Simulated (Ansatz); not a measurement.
# ZrN₂ (quintet): B2PLYP, RPA-PBE over vertical spin and charge gaps, def2-SVP

How well do these functionals follow the top wave-function level for ZrN₂ (quintet) over vertical spin and charge gaps?

Method: def2-SVP, all electrons in the functionals, frozen cores in the correlation of double hybrids and RPA; program: Ansatz 0.2.0, Gaussian basis.

The runs, in order: B2PLYP, RPA-PBE, at charge 0, quintet; charge 0, triplet; charge 0, septet; charge 1, quartet; charge 1, sextet.

15 further runs of the same task are left out: 12 for a known fault of the program, 3 set aside as unsound or not needed.

## (1) What is computed

The geometry is a PBE0/def2-TZVP stationary point (not a proven minimum). No spin-orbit coupling is included. Elements past krypton take def2 core potentials.

3 atoms, charge 0, spin multiplicity 5.

Atoms are counted from 1 here; the program's logs count them from 0.

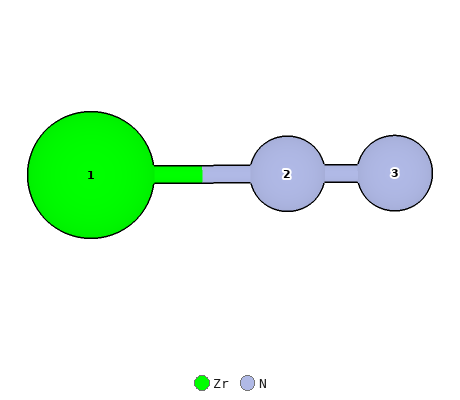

The geometry (zirconium green, nitrogen light blue); atoms are numbered from 1 in the order of the file.

No dispersion term is added.

The geometry shown and the zero of energy belong to the point charge 0, quintet. The yardstick, UCCSD(T), and other wave-function levels (R restricted, U unrestricted, valence and pair active spaces) come from earlier runs.

## (2) B2PLYP, charge 0, quintet

Contents of in.yaml:

```yaml
crystal:
  periodic: [false, false, false]
  atoms:
    - {symbol: Zr, position_ang: [0.000000, 0.000000, 1.756200]}
    - {symbol: N, position_ang: [0.000000, 0.000000, -0.313300]}
    - {symbol: N, position_ang: [0.000000, 0.000000, -1.442900]}
basis:
  gaussian: {orbitals: def2-SVP}
magnetization: {spin_polarized: true, initial_magnetization: 4}
hamiltonian: {xc: {name: B2PLYP}}
correlation: {electrons: outside_noble_gas}
```

On the command line:

```sh
$ ansatz run in.yaml --threads 1 --pin off --events-out ev --progress --plain --max-ram 2816MiB --backend cpu
```

Output:

```text
Functional definition: B2PLYP
  name "B2PLYP"
  cite "Grimme, J. Chem. Phys. 124, 034108 (2006) doi:10.1063/1.2148954"
  cite "Becke, Phys. Rev. A 38, 3098 (1988) doi:10.1103/PhysRevA.38.3098"
  cite "Lee, Yang & Parr, Phys. Rev. B 37, 785 (1988) doi:10.1103/PhysRevB.37.785"
  parameter a = 0.53
  parameter c = 0.27
  exchange = (1 - a)*b88_x + a*exact_x
  correlation = (1 - c)*lyp_c + c*(mp2_os + mp2_ss)
614 factors; integrals over basis functions are off by at most 1.4e-3 eV
mean field evaluation 1: about -4234.1838 eV, gradient 3.5e1 eV
mean field evaluation 2: about -4234.4963 eV, gradient 3.5e1 eV
mean field evaluation 4: about -4240.3302 eV, gradient 2.7e1 eV
mean field evaluation 8: about -4244.1797 eV, gradient 9.5e-1 eV
mean field evaluation 16: about -4244.2282 eV, gradient 2.5e-2 eV
mean field evaluation 32: about -4244.2282 eV, gradient 1.7e-5 eV
mean field evaluation 64: about -4244.2209 eV, gradient 5.9e-1 eV
mean field evaluation 96: about -4243.4495 eV, gradient 3.3e-1 eV
mean field -4244.22822059 eV, -155.9725102654 hartree, gradient 8.7e-6 eV, S^2 6.049907; 8 other end points of the search recorded, 0 dependent functions left out
6 core orbitals not correlated: weight in the atoms' cores, before any rotation towards them, 0.951 or more for the frozen orbitals, at most 0.042 for the correlated occupied ones
reference -4244.22834418 eV, -155.9725148073 hartree; 9, 5 occupied and 44, 48 virtual orbitals, 614 factors
second order -12.24692633 eV of doubles, -0.00000000 eV of singles
Total energy: -4247.53501429 eV, -156.0940326924 hartree
```

It took 9.5 s on 1 thread of AMD EPYC 7R13, shared host.

From the report: ⟨S²⟩ of the determinant 6.050 (pure quintet: 6.00).

## (3) B2PLYP, charge 0, triplet

Changes to in.yaml since step 2:

```diff
@@ -8,3 +8,3 @@
   gaussian: {orbitals: def2-SVP}
-magnetization: {spin_polarized: true, initial_magnetization: 4}
+magnetization: {spin_polarized: true, initial_magnetization: 2}
 hamiltonian: {xc: {name: B2PLYP}}
```

The command is unchanged.

Output, shortened:

```text
Functional definition: B2PLYP
  name "B2PLYP"
  cite "Grimme, J. Chem. Phys. 124, 034108 (2006) doi:10.1063/1.2148954"
  cite "Becke, Phys. Rev. A 38, 3098 (1988) doi:10.1103/PhysRevA.38.3098"
  cite "Lee, Yang & Parr, Phys. Rev. B 37, 785 (1988) doi:10.1103/PhysRevB.37.785"
[...]
614 factors; integrals over basis functions are off by at most 1.4e-3 eV
[...]
mean field -4244.01674295 eV, -155.9647386056 hartree, gradient 1.5e-6 eV, S^2 2.527440; 17 other end points of the search recorded, 0 dependent functions left out
6 core orbitals not correlated: weight in the atoms' cores, before any rotation towards them, 0.968 or more for the frozen orbitals, at most 0.025 for the correlated occupied ones
reference -4244.01686522 eV, -155.9647430990 hartree; 8, 6 occupied and 45, 47 virtual orbitals, 614 factors
second order -12.85912911 eV of doubles, -0.00000000 eV of singles
Total energy: -4247.48883008 eV, -156.0923354542 hartree
```

Wall time 37 s (1 thread of AMD EPYC 7R13, shared host).

From the report: ⟨S²⟩ of the determinant 2.527 (pure triplet: 2.00). The determinant is far from a pure spin state, so its energy mixes those of several spin states (harmless only where they are near-degenerate, as at dissociation).

From charge 0, quintet: +4.5 kJ/mol.

## (4) B2PLYP, charge 0, septet

Changes to in.yaml since step 3:

```diff
@@ -8,3 +8,3 @@
   gaussian: {orbitals: def2-SVP}
-magnetization: {spin_polarized: true, initial_magnetization: 2}
+magnetization: {spin_polarized: true, initial_magnetization: 6}
 hamiltonian: {xc: {name: B2PLYP}}
```

The command is unchanged.

Output, shortened:

```text
Functional definition: B2PLYP
  name "B2PLYP"
  cite "Grimme, J. Chem. Phys. 124, 034108 (2006) doi:10.1063/1.2148954"
  cite "Becke, Phys. Rev. A 38, 3098 (1988) doi:10.1103/PhysRevA.38.3098"
  cite "Lee, Yang & Parr, Phys. Rev. B 37, 785 (1988) doi:10.1103/PhysRevB.37.785"
[...]
614 factors; integrals over basis functions are off by at most 1.4e-3 eV
[...]
mean field -4237.42117174 eV, -155.7223558344 hartree, gradient 1.3e-8 eV, S^2 12.015122; 14 other end points of the search recorded, 0 dependent functions left out
6 core orbitals not correlated: weight in the atoms' cores, before any rotation towards them, 0.951 or more for the frozen orbitals, at most 0.042 for the correlated occupied ones
reference -4237.42129795 eV, -155.7223604722 hartree; 10, 4 occupied and 43, 49 virtual orbitals, 614 factors
second order -9.19649733 eV of doubles, -0.00000000 eV of singles
Total energy: -4239.90435223 eV, -155.8136110339 hartree
```

Run time: 34 s. Hardware: 1 thread of AMD EPYC 7R13, shared host.

From the report: ⟨S²⟩ of the determinant 12.015 (pure septet: 12.00).

From charge 0, quintet: +736.2 kJ/mol.

## (5) B2PLYP, charge 1, quartet

Changes to in.yaml since step 4:

```diff
@@ -8,3 +8,4 @@
   gaussian: {orbitals: def2-SVP}
-magnetization: {spin_polarized: true, initial_magnetization: 6}
+total_charge: 1
+magnetization: {spin_polarized: true, initial_magnetization: 3}
 hamiltonian: {xc: {name: B2PLYP}}
```

The command is unchanged.

Output, shortened:

```text
Functional definition: B2PLYP
  name "B2PLYP"
  cite "Grimme, J. Chem. Phys. 124, 034108 (2006) doi:10.1063/1.2148954"
  cite "Becke, Phys. Rev. A 38, 3098 (1988) doi:10.1103/PhysRevA.38.3098"
  cite "Lee, Yang & Parr, Phys. Rev. B 37, 785 (1988) doi:10.1103/PhysRevB.37.785"
[...]
614 factors; integrals over basis functions are off by at most 1.4e-3 eV
[...]
mean field -4238.18296995 eV, -155.7503514020 hartree, gradient 2.8e-6 eV, S^2 3.800592; 6 other end points of the search recorded, 0 dependent functions left out
6 core orbitals not correlated: weight in the atoms' cores, before any rotation towards them, 0.953 or more for the frozen orbitals, at most 0.039 for the correlated occupied ones
reference -4238.18310456 eV, -155.7503563489 hartree; 8, 5 occupied and 45, 48 virtual orbitals, 614 factors
second order -11.71117749 eV of doubles, -0.00000000 eV of singles
Total energy: -4241.34512248 eV, -155.8665583642 hartree
```

Run time: 14 s. Hardware: 1 thread of AMD EPYC 7R13, shared host.

From the report: ⟨S²⟩ of the determinant 3.801 (pure quartet: 3.75).

From charge 0, quintet: +597.2 kJ/mol.

## (6) B2PLYP, charge 1, sextet

Changes to in.yaml since step 5:

```diff
@@ -9,3 +9,3 @@
 total_charge: 1
-magnetization: {spin_polarized: true, initial_magnetization: 3}
+magnetization: {spin_polarized: true, initial_magnetization: 5}
 hamiltonian: {xc: {name: B2PLYP}}
```

Same command.

Output, shortened:

```text
Functional definition: B2PLYP
  name "B2PLYP"
  cite "Grimme, J. Chem. Phys. 124, 034108 (2006) doi:10.1063/1.2148954"
  cite "Becke, Phys. Rev. A 38, 3098 (1988) doi:10.1103/PhysRevA.38.3098"
  cite "Lee, Yang & Parr, Phys. Rev. B 37, 785 (1988) doi:10.1103/PhysRevB.37.785"
[...]
614 factors; integrals over basis functions are off by at most 1.4e-3 eV
[...]
mean field -4232.06124659 eV, -155.5253822179 hartree, gradient 3.4e-6 eV, S^2 8.788440; 8 other end points of the search recorded, 0 dependent functions left out
6 core orbitals not correlated: weight in the atoms' cores, before any rotation towards them, 0.986 or more for the frozen orbitals, at most 0.010 for the correlated occupied ones
reference -4232.06137116 eV, -155.5253867960 hartree; 9, 4 occupied and 44, 49 virtual orbitals, 614 factors
second order -10.83833521 eV of doubles, -0.00000000 eV of singles
Total energy: -4234.98772167 eV, -155.6329281935 hartree
```

It took 15 s on 1 thread of AMD EPYC 7R13, shared host.

From the report: ⟨S²⟩ of the determinant 8.788 (pure sextet: 8.75).

From charge 0, quintet: +1210.6 kJ/mol.

## (7) RPA-PBE, charge 0, quintet

Contents of in.yaml:

```yaml
crystal:
  periodic: [false, false, false]
  atoms:
    - {symbol: Zr, position_ang: [0.000000, 0.000000, 1.756200]}
    - {symbol: N, position_ang: [0.000000, 0.000000, -0.313300]}
    - {symbol: N, position_ang: [0.000000, 0.000000, -1.442900]}
basis:
  gaussian: {orbitals: def2-SVP}
magnetization: {spin_polarized: true, initial_magnetization: 4}
hamiltonian: {xc: {name: PBE}}
correlation: {method: rpa, electrons: outside_noble_gas}
```

The command is unchanged.

Output, shortened:

```text
Functional definition: PBE
  name "PBE"
  cite "Perdew, Burke & Ernzerhof, Phys. Rev. Lett. 77, 3865 (1996) doi:10.1103/PhysRevLett.77.3865"
  parent pbe
[...]
614 factors; integrals over basis functions are off by at most 1.4e-3 eV
[...]
mean field -4252.15324540 eV, -156.2637495556 hartree, gradient 1.8e-6 eV, S^2 6.006014; 13 other end points of the search recorded, 0 dependent functions left out
6 core orbitals not correlated: weight in the atoms' cores, before any rotation towards them, 0.989 or more for the frozen orbitals, at most 0.006 for the correlated occupied ones
reference -4224.36922718 eV, -155.2427057187 hartree; 9, 5 occupied and 44, 48 virtual orbitals, 614 factors
Total energy: -4240.05746225 eV, -155.8192377236 hartree
```

It took 14 s on 1 thread of AMD EPYC 7R13, shared host.

From the report: ⟨S²⟩ of the determinant 6.006 (pure quintet: 6.00).

## (8) RPA-PBE, charge 0, triplet

Changes to in.yaml since step 7:

```diff
@@ -8,3 +8,3 @@
   gaussian: {orbitals: def2-SVP}
-magnetization: {spin_polarized: true, initial_magnetization: 4}
+magnetization: {spin_polarized: true, initial_magnetization: 2}
 hamiltonian: {xc: {name: PBE}}
```

The command is unchanged.

Output, shortened:

```text
Functional definition: PBE
  name "PBE"
  cite "Perdew, Burke & Ernzerhof, Phys. Rev. Lett. 77, 3865 (1996) doi:10.1103/PhysRevLett.77.3865"
  parent pbe
[...]
614 factors; integrals over basis functions are off by at most 1.4e-3 eV
[...]
mean field -4251.97183138 eV, -156.2570827131 hartree, gradient 1.3e-7 eV, S^2 2.630237; 27 other end points of the search recorded, 0 dependent functions left out
6 core orbitals not correlated: weight in the atoms' cores, before any rotation towards them, 0.992 or more for the frozen orbitals, at most 0.004 for the correlated occupied ones
reference -4223.74371023 eV, -155.2197183945 hartree; 8, 6 occupied and 45, 47 virtual orbitals, 614 factors
Total energy: -4240.00163202 eV, -155.8171860002 hartree
```

It took 39 s on 1 thread of AMD EPYC 7R13, shared host.

From the report: ⟨S²⟩ of the determinant 2.630 (pure triplet: 2.00). The determinant is far from a pure spin state, so its energy mixes those of several spin states (harmless only where they are near-degenerate, as at dissociation).

From charge 0, quintet: +5.4 kJ/mol.

## (9) RPA-PBE, charge 0, septet

Changes to in.yaml since step 8:

```diff
@@ -8,3 +8,3 @@
   gaussian: {orbitals: def2-SVP}
-magnetization: {spin_polarized: true, initial_magnetization: 2}
+magnetization: {spin_polarized: true, initial_magnetization: 6}
 hamiltonian: {xc: {name: PBE}}
```

Same command.

Output, shortened:

```text
Functional definition: PBE
  name "PBE"
  cite "Perdew, Burke & Ernzerhof, Phys. Rev. Lett. 77, 3865 (1996) doi:10.1103/PhysRevLett.77.3865"
  parent pbe
[...]
614 factors; integrals over basis functions are off by at most 1.4e-3 eV
[...]
mean field -4245.14435697 eV, -156.0061776566 hartree, gradient 3.2e-6 eV, S^2 12.006146; 13 other end points of the search recorded, 0 dependent functions left out
6 core orbitals not correlated: weight in the atoms' cores, before any rotation towards them, 0.986 or more for the frozen orbitals, at most 0.008 for the correlated occupied ones
reference -4217.42516215 eV, -154.9875160356 hartree; 10, 4 occupied and 43, 49 virtual orbitals, 614 factors
Total energy: -4232.98010523 eV, -155.5591496501 hartree
```

It took 18 s on 1 thread of AMD EPYC 7R13, shared host.

From the report: ⟨S²⟩ of the determinant 12.006 (pure septet: 12.00).

From charge 0, quintet: +682.9 kJ/mol.

## (10) RPA-PBE, charge 1, quartet

Changes to in.yaml since step 9:

```diff
@@ -8,3 +8,4 @@
   gaussian: {orbitals: def2-SVP}
-magnetization: {spin_polarized: true, initial_magnetization: 6}
+total_charge: 1
+magnetization: {spin_polarized: true, initial_magnetization: 3}
 hamiltonian: {xc: {name: PBE}}
```

The command is unchanged.

Output, shortened:

```text
Functional definition: PBE
  name "PBE"
  cite "Perdew, Burke & Ernzerhof, Phys. Rev. Lett. 77, 3865 (1996) doi:10.1103/PhysRevLett.77.3865"
  parent pbe
[...]
614 factors; integrals over basis functions are off by at most 1.4e-3 eV
[...]
mean field -4245.48866943 eV, -156.0188309059 hartree, gradient 2.5e-6 eV, S^2 3.756254; 10 other end points of the search recorded, 0 dependent functions left out
6 core orbitals not correlated: weight in the atoms' cores, before any rotation towards them, 0.993 or more for the frozen orbitals, at most 0.004 for the correlated occupied ones
reference -4218.79912051 eV, -155.0380080740 hartree; 8, 5 occupied and 45, 48 virtual orbitals, 614 factors
Total energy: -4233.82010279 eV, -155.5900189912 hartree
```

It took 26 s on 1 thread of AMD EPYC 7R13, shared host.

From the report: ⟨S²⟩ of the determinant 3.756 (pure quartet: 3.75).

From charge 0, quintet: +601.8 kJ/mol.

## (11) RPA-PBE, charge 1, sextet

Changes to in.yaml since step 10:

```diff
@@ -9,3 +9,3 @@
 total_charge: 1
-magnetization: {spin_polarized: true, initial_magnetization: 3}
+magnetization: {spin_polarized: true, initial_magnetization: 5}
 hamiltonian: {xc: {name: PBE}}
```

The command is unchanged.

Output, shortened:

```text
Functional definition: PBE
  name "PBE"
  cite "Perdew, Burke & Ernzerhof, Phys. Rev. Lett. 77, 3865 (1996) doi:10.1103/PhysRevLett.77.3865"
  parent pbe
[...]
614 factors; integrals over basis functions are off by at most 1.4e-3 eV
[...]
mean field -4239.61429540 eV, -155.8029516421 hartree, gradient 2.7e-6 eV, S^2 8.760055; 7 other end points of the search recorded, 0 dependent functions left out
6 core orbitals not correlated: weight in the atoms' cores, before any rotation towards them, 0.991 or more for the frozen orbitals, at most 0.005 for the correlated occupied ones
reference -4212.63993562 eV, -154.8116622042 hartree; 9, 4 occupied and 44, 49 virtual orbitals, 614 factors
Total energy: -4227.67729963 eV, -155.3642751386 hartree
```

Run time: 20 s. Hardware: 1 thread of AMD EPYC 7R13, shared host.

From the report: ⟨S²⟩ of the determinant 8.760 (pure sextet: 8.75).

From charge 0, quintet: +1194.5 kJ/mol.

## (12) Against the wave-function levels

No level is safe as a reference over these points; UCCSD(T) serves as a yardstick only. It comes from earlier runs at the same points. Energies in kJ/mol, counted from charge 0, quintet; blanks weren't run or aren't comparable.

```tsv
level	quintet to triplet	quintet to septet	ionisation to the quartet cation	ionisation to the sextet cation
UCCSD(T)	-7.2	709.4	569.0	1190.1
B2PLYP	4.5	736.2	597.2	1210.6
RPA-PBE	5.4	682.9	601.8	1194.5
```

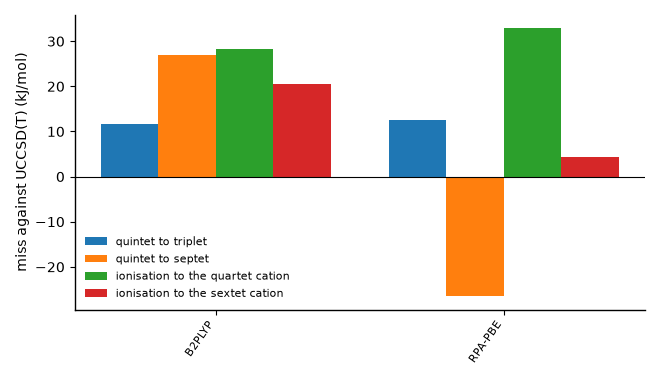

Misses of the gaps against UCCSD(T).

Largest miss and mean time a point (UCCSD(T) took 70 s a point; shared hosts):

```tsv
level	largest miss (kJ/mol)	where	time a point
B2PLYP	+28.3	ionisation to the quartet cation	22 s
RPA-PBE	+32.8	ionisation to the quartet cation	23 s
```

## (13) Outcome

| quantity | value |
| --- | --- |
| quintet to triplet, UCCSD(T) | -7.2 kJ/mol |
| quintet to septet, UCCSD(T) | 709.4 kJ/mol |
| ionisation to the quartet cation, UCCSD(T) | 569.0 kJ/mol |
| ionisation to the sextet cation, UCCSD(T) | 1190.1 kJ/mol |
| largest miss, B2PLYP | +28.3 kJ/mol (ionisation to the quartet cation) |
| largest miss, RPA-PBE | +32.8 kJ/mol (ionisation to the quartet cation) |

Of the functionals, B2PLYP keep the smallest largest miss at the points compared (at most 28.3 kJ/mol) and RPA-PBE strays most (32.8 kJ/mol, at ionisation to the quartet cation). B2PLYP, RPA-PBE clearly break the spin symmetry at some points (⟨S²⟩ up to 0.63 above the pure value), so energy there is bought with a mixed spin. Functionals and the yardstick converge differently with the basis, so part of each miss in def2-SVP is the basis. The yardstick itself may be off where one determinant is a poor start.
